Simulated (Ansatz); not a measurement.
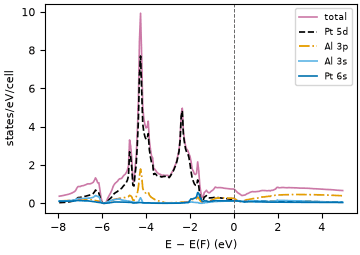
Figure: Total and projected density of states of AlPt (rock salt, Fm-3m), the program Ansatz at the r²SCAN level (PAW)

**Question.** Which orbitals carry the states next to the Fermi level?

**Answer.** Within 0.5 eV of the Fermi level: Al 3p 33 %, Pt 5d 26 %, Al 3s 19 %, Pt 6s 18 %. Projections are on Löwdin-orthogonalised atomic valence shells; empty p or d shells of many metals are not among them.

**Question.** Where is the tallest occupied peak in this window, and what makes it?

**Answer.** Near -4.2 eV, about 9.9 states/eV per cell; the largest projected share is Pt 5d.

The start of the workflow was typed in or built on a structure type; neither database checked (COD, Materials Project) lists it. Whether it is the stable phase at ambient conditions was not checked. The r²SCAN relaxation kept the symmetry of its start; its stability against distortions is not shown here. The run is not spin-polarised. Spin–orbit coupling is left out wherever it is not named.

Potentials: the later of the program's two PAW sets.
